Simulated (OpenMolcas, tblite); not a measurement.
## InPH6 (SMILES [PH3+][InH3-]): methods side by side

InPH6: 8 atoms, total charge 0, spin state singlet. As SMILES, `[PH3+][InH3-]`. The coordinates come from a PBE0-D4/def2-TZVP relaxation.

| atom | x (Å) | y (Å) | z (Å) |
| --- | --- | --- | --- |
| P | -0.5933 | 0.0626 | -1.0266 |
| In | 0.8220 | -0.0999 | 1.3628 |
| H | -1.9975 | -0.0772 | -1.0218 |
| H | -0.3189 | -0.8557 | -2.0621 |
| H | -0.5268 | 1.2405 | -1.8008 |
| H | 0.0233 | 1.2408 | 2.1119 |
| H | 2.3761 | 0.1407 | 0.6389 |
| H | 0.3074 | -1.7088 | 1.7418 |

Each level gives the energy change with the In2–H8 bond stretched from 1.731 to 2.597 Å (eV). The values are calculated.

```tsv
level	kind	program	value (eV)	less CCSD(T)/def2-SVP	CPU time (all runs)
GFN1-xTB	semi-empirical	tblite	1.78	+0.21	under 2 s
HF/def2-SVP (core potential) (unrestricted)	Hartree–Fock	OpenMolcas	1.75	+0.18	9.3 s
SVWN5/def2-SVP (core potential) (restricted)	LDA	OpenMolcas	1.59	+0.02	24 s
PBE/def2-SVP (core potential) (restricted)	GGA	OpenMolcas	1.47	-0.10	36 s
r2SCAN/def2-SVP (core potential) (restricted)	meta-GGA	OpenMolcas	1.62	+0.05	44 s
B3LYP/def2-SVP (core potential) (restricted)	global hybrid	OpenMolcas	1.56	-0.01	32 s
BHLYP/def2-SVP (core potential) (restricted)	global hybrid	OpenMolcas	1.73	+0.16	29 s
B2PLYP/def2-SVP (core potential) (restricted)	double hybrid	OpenMolcas	1.65	+0.08	24 s
MP2/def2-SVP (core potential) (restricted)	perturbation theory	OpenMolcas	1.77	+0.20	6.9 s
CCSD(T)/def2-SVP (core potential) (restricted)	coupled cluster or CI	OpenMolcas	1.57	0.00	46 s
```

Differences are taken from CCSD(T)/def2-SVP (core potential) (restricted) for orientation; it has basis-set and higher-order errors of its own. The first shape isn't each level's own minimum. The values span 1.47 to 1.78 eV. In the correlated wave-function rows the outer d shell of In is correlated, in sets not made for it. CPU times are rough (shared hosts, several kinds of processor): they show what a rung costs within a factor of a few.

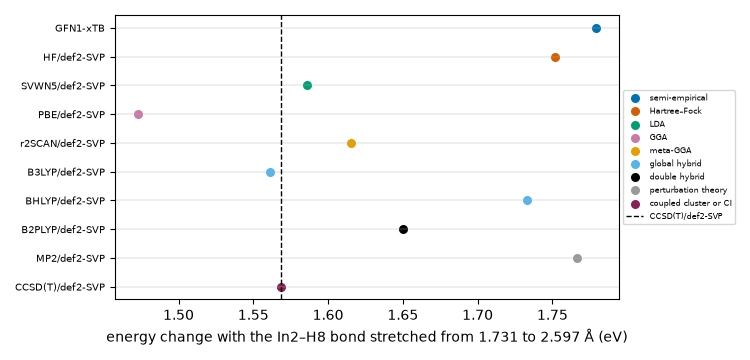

The values of the table, level by level.
